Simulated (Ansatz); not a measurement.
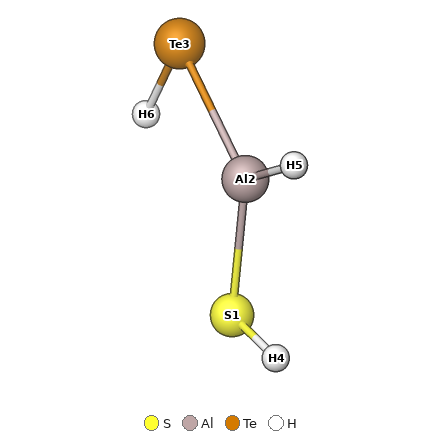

The system is AlH₃STe (SMILES [SH][AlH][TeH]) with the probe HF; the picture shows it without the atoms that are moved over the map. 
- The probe is moved over a plane parallel to the molecule's main plane, 3.10 Å above it.
- The first coordinate is: x of the probe's F atom; the second: y of the probe's F atom.
- Nothing is relaxed (molecule and probe rigid, the probe upright with F nearest the plane).
- Grid: 11 × 9 points.
- Points are written as (first, second).
- Energies are in kJ/mol, from the lowest grid point.
- Theory: RKS PBE-D4/def2-SVPD in Ansatz.

Range: x of the probe's F atom from −4.20 to 4.20 Å; y of the probe's F atom from −3.36 to 3.36 Å.

Question: What will the energy surface look like?

Answer: The lowest grid point is at (0.00 Å, 1.68 Å). The highest grid point, (2.52 Å, 0.00 Å), lies 15.2 kJ/mol above the lowest.

```tsv
y of the probe's F atom ↓, x of the probe's F atom →	−4.20	−3.36	−2.52	−1.68	−0.84	0.00	0.84	1.68	2.52	3.36	4.20
3.36	9.3	8.7	8.1	7.3	6.6	6.3	6.7	7.5	8.4	9.2	9.7
2.52	8.6	7.6	6.4	4.8	3.4	3.0	3.8	5.5	7.1	8.3	9.1
1.68	8.0	6.9	5.5	3.3	0.7	0.0	2.2	5.2	7.1	8.0	8.6
0.84	8.0	7.6	7.0	4.7	1.1	0.0	3.8	9.0	10.6	9.4	8.7
0.00	8.7	9.1	9.7	8.3	4.5	3.0	7.5	14.1	15.2	11.6	9.2
−0.84	9.4	10.2	11.3	10.4	7.1	5.5	8.7	14.0	14.7	11.3	9.1
−1.68	9.9	10.3	10.9	10.2	8.0	6.4	7.5	10.0	10.6	9.3	8.8
−2.52	10.4	10.2	10.2	9.7	8.6	7.5	7.4	7.9	8.3	8.4	8.9
−3.36	10.9	10.6	10.3	9.9	9.4	8.8	8.3	8.3	8.5	8.9	9.5
```

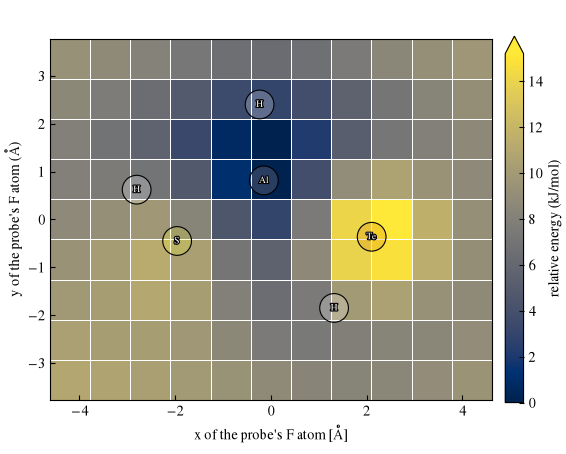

The picture shows one coloured cell a grid point, labelled circles for the molecule's atoms, projected on the plane, one colour for all values above the top of the scale.

The whole map (99 points run) took 13 min on 1 thread of Arm Neoverse V1 (shared host).
